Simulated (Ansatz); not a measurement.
**PH4 (doublet): trial inputs and their diagnosis at distance P1–H3 = 1.944 Å**

3 inputs are run for PH4 (doublet) as typed; the log has to tell whether the result can be used and what must change.

Program: Ansatz 0.2.0, Gaussian basis. Level of theory: the settings change from run to run. These are calculated values, not measurements.

21 further runs of the same task are left out: 17 that didn't finish, 4 set aside as unsound or not needed.

## 1. The system

The geometry derives from a PBE0/def2-TZVP stationary point (not a proven minimum). One bond is set to the value named and the two fragments are kept rigid.

5 atoms, charge 0, spin multiplicity 2.

Atoms are counted from 1 here; the program's logs count them from 0.

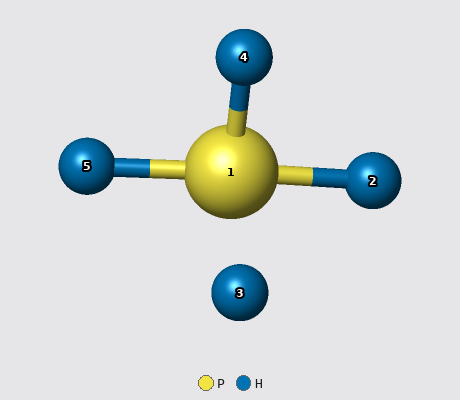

The structure; phosphorus yellow, hydrogen blue; atoms are numbered from 1 in the order of the file.

## 2. Attempt 1

in.yaml reads:

```yaml
crystal:
  periodic: [false, false, false]
  atoms:
    - {symbol: P, position_ang: [0.055537, -0.011764, 0.000000]}
    - {symbol: H, position_ang: [0.171487, -0.011764, -1.514668]}
    - {symbol: H, position_ang: [-1.196879, 1.475042, 0.000000]}
    - {symbol: H, position_ang: [-0.852720, -1.090002, 0.000000]}
    - {symbol: H, position_ang: [0.171487, -0.011764, 1.514668]}
basis:
  gaussian: {orbitals: "6-31G*"}
magnetization: {spin_polarized: false, initial_magnetization: 1}
correlation: {method: sc_nevpt2, electrons: outside_noble_gas, active_space: {window: {electrons: 3, orbitals: 2}}}
scf: {lower_state_search: off}
output: {forces: true}
```

The run is started by

```
$ ansatz run in.yaml --threads 1 --pin off --events-out ev --progress --plain --max-ram 2393MiB
```

Log:

```text
Functional definition: HF
  name "HF"
  cite "Fock, Z. Phys. 61, 126 (1930) doi:10.1007/BF01340294"
  parent pbe
  exchange = exact_x
  correlation = 0
these checks for a lower state are left out or cut short: stability, starts, cluster_reference, orbital_swaps, neighbouring_geometries, increment
293 factors; integrals over basis functions are off by at most 9.6e-4 eV
mean field evaluation 1: about -9329.3360 eV, gradient 8.3e0 eV
mean field evaluation 2: about -9329.3635 eV, gradient 8.3e0 eV
mean field evaluation 4: about -9329.8451 eV, gradient 4.8e-1 eV
mean field evaluation 8: about -9329.8483 eV, gradient 1.6e-1 eV
mean field -9329.84897518 eV, -342.8656258389 hartree, gradient 4.5e-6 eV, S^2 0.750000; 0 other end points of the search recorded, 0 dependent functions left out
reference -9329.84897518 eV, -342.8656258389 hartree; 10, 9 occupied and 17, 18 virtual orbitals, 293 factors
state -9329.84897518 eV, -342.8656258389 hartree
state -9329.84897518 eV, -342.8656258389 hartree; corrected -9333.05152226 eV, -342.9833172735 hartree
WARN: 1 active orbitals are nearly empty or full. The corrections depend on them more than the energy does, and are more stable in an active space without them
the calculation of the forces begins
Error: an active orbital is full or empty, and SC-NEVPT2 has no forces then: leave it out of the active space
```

It took 0.15 s on 1 thread of Intel Xeon Platinum 8488C, shared host.

**Diagnosis.** The run stopped with an error. It says: «an active orbital is full or empty, and SC-NEVPT2 has no forces then: leave it out of the active space». Cure: drop the forces, or choose an active space whose orbitals are all partly filled.

## 3. Attempt 2

in.yaml reads:

```yaml
crystal:
  periodic: [false, false, false]
  atoms:
    - {symbol: P, position_ang: [0.055537, -0.011764, 0.000000]}
    - {symbol: H, position_ang: [0.171487, -0.011764, -1.514668]}
    - {symbol: H, position_ang: [-1.196879, 1.475042, 0.000000]}
    - {symbol: H, position_ang: [-0.852720, -1.090002, 0.000000]}
    - {symbol: H, position_ang: [0.171487, -0.011764, 1.514668]}
basis:
  gaussian: {orbitals: 6-31G}
magnetization: {spin_polarized: false, initial_magnetization: 1}
hamiltonian: {xc: pbe}
correlation: {method: sc_nevpt2, electrons: outside_noble_gas, active_space: {window: {electrons: 3, orbitals: 3}}}
```

Same command.

Log:

```text
Error: invalid value for `correlation.active_space`: it starts from restricted Hartree–Fock orbitals; set hamiltonian.xc: hf without magnetization.spin_polarized
```

Run time: 0.03 s. Hardware: 1 thread of Intel Xeon Platinum 8488C, shared host.

**Diagnosis.** The run was refused. An active space is asked on a functional's orbitals. Cure: start from Hartree-Fock.

## 4. Attempt 3

in.yaml reads:

```yaml
crystal:
  periodic: [false, false, false]
  atoms:
    - {symbol: P, position_ang: [0.055537, -0.011764, 0.000000]}
    - {symbol: H, position_ang: [0.171487, -0.011764, -1.514668]}
    - {symbol: H, position_ang: [-1.196879, 1.475042, 0.000000]}
    - {symbol: H, position_ang: [-0.852720, -1.090002, 0.000000]}
    - {symbol: H, position_ang: [0.171487, -0.011764, 1.514668]}
basis:
  gaussian: {orbitals: 6-31G}
magnetization: {spin_polarized: false, initial_magnetization: 1}
correlation: {method: fic_mrcisd_q, electrons: all, active_space: {window: {electrons: 2, orbitals: 1}}}
```

Same command.

Log:

```text
Functional definition: HF
  name "HF"
  cite "Fock, Z. Phys. 61, 126 (1930) doi:10.1007/BF01340294"
  parent pbe
  exchange = exact_x
  correlation = 0
268 factors; integrals over basis functions are off by at most 2.5e-4 eV
mean field evaluation 1: about -9327.9775 eV, gradient 7.2e0 eV
mean field evaluation 2: about -9327.9803 eV, gradient 7.2e0 eV
mean field evaluation 4: about -9328.2819 eV, gradient 3.0e-1 eV
mean field evaluation 8: about -9328.2825 eV, gradient 1.6e-6 eV
mean field -9328.28253549 eV, -342.8080602424 hartree, gradient 2.7e-6 eV, S^2 0.750000; 0 other end points of the search recorded, 0 dependent functions left out
reference -9328.28253549 eV, -342.8080602424 hartree; 10, 9 occupied and 11, 12 virtual orbitals, 268 factors
Error: 2 electrons in 1 orbitals form no window around the highest filled level of the reference
```

Run time: 0.12 s. Hardware: 1 thread of Intel Xeon Platinum 8488C, shared host.

What is wrong: The run stopped with an error. The active window can't be built from these electrons and orbitals. Cure: choose counts that fit the spin, the electrons and the basis.

## 5. Summary

| attempt | level | ended | cause | time |
| --- | --- | --- | --- | --- |
| 1 | NEVPT2(3,2)/6-31G* | stopped by an error | an active orbital is full or empty, and SC-NEVPT2 has no forces then: leave it out of the active space | 0.15 s |
| 2 | NEVPT2(3,3)/6-31G | refused | an active space is asked on a functional's orbitals | 0.03 s |
| 3 | MRCISD+Q(2,1)/6-31G | stopped by an error | the active window can't be built from these electrons and orbitals | 0.12 s |

2 stopped by an error, 1 refused.
